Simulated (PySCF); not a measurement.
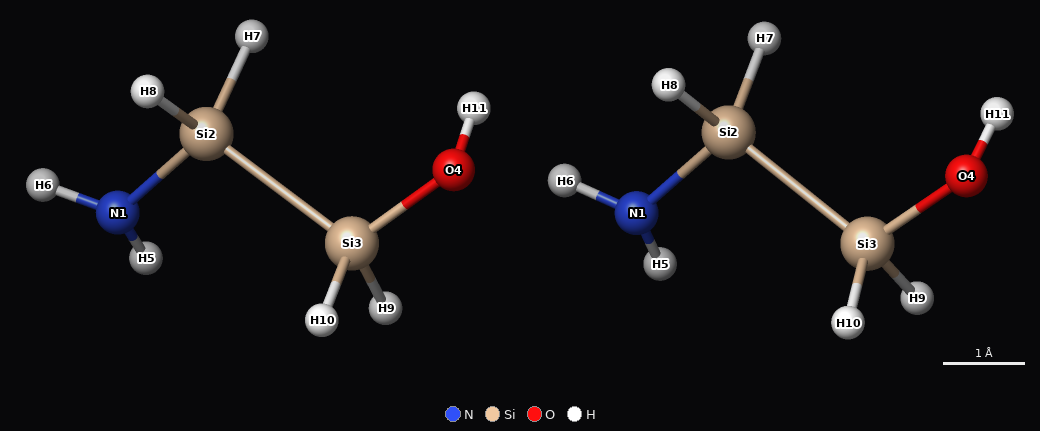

Two geometries of Si2NH7O, drawn at one scale. One is the start of a relaxation, the other its converged end. The picture is a ball-and-stick view, seen at a tilt.

Theory: PBE0-D3(BJ)/def2-SVP geometry optimisation, gas phase in PySCF. 

Which geometry has the lower energy?

The left one is the relaxed one. The start comes from GFN2-xTB. Its atoms were then displaced at random by about 0.01 Å. The energy falls by 5.99 kcal/mol in 8 geometry steps. H9 moves most after the best rigid fit: 0.19 Å. By element the largest moves are H 0.19 Å, O 0.14 Å, N 0.12 Å, Si 0.10 Å. Some distances before and after: Si2–Si3 2.285 → 2.349 Å, Si2–H8 1.454 → 1.496 Å, Si3–H9 1.468 → 1.504 Å, Si3–H10 1.457 → 1.490 Å. Among the angles between lasting bonds that change: O4–Si3–H10 97.7° → 106.1°, O4–Si3–H9 106.0° → 111.8°, Si2–Si3–H10 117.6° → 111.8°.
